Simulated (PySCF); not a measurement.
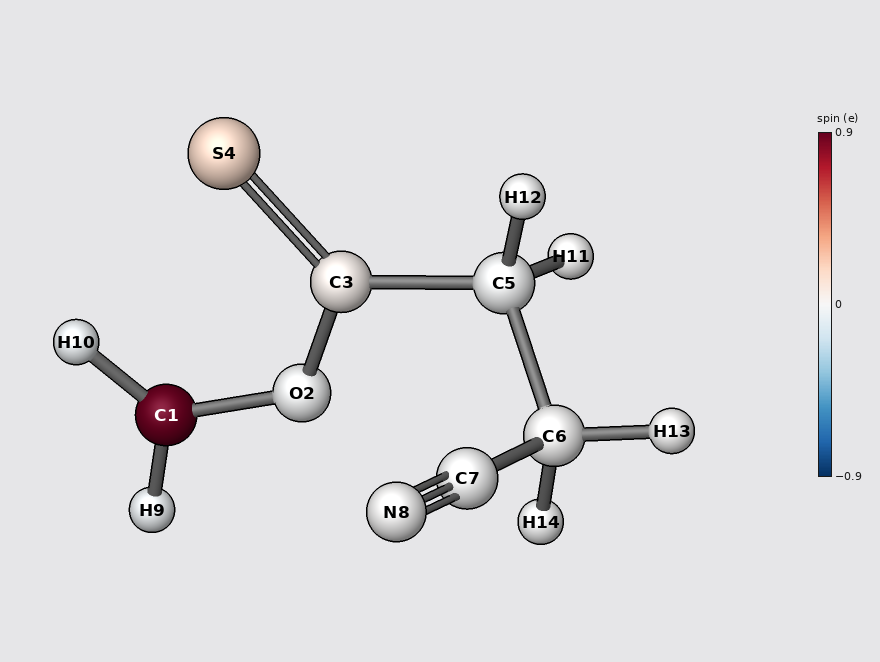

Atoms are coloured by their Mulliken spin populations. Charge 0, doublet. The computed structure is the end point of a GFN2-xTB optimisation. No frequency run is at hand to confirm it as a minimum. Level of theory: UKS B3LYP, pcH-1 on C H N O S, non-relativistic (PySCF 2.14.0).

Give the Mulliken spin populations atom by atom.

| atom | value (e) |
| --- | --- |
| C1 | 0.89 |
| O2 | −0.01 |
| C3 | 0.04 |
| S4 | 0.16 |
| C5 | −0.01 |
| C6 | 0.00 |
| C7 | 0.00 |
| N8 | 0.00 |
| H9 | −0.04 |
| H10 | −0.04 |
| H11 | 0.00 |
| H12 | 0.00 |
| H13 | 0.00 |
| H14 | 0.00 |

Mulliken values depend strongly on the basis set.
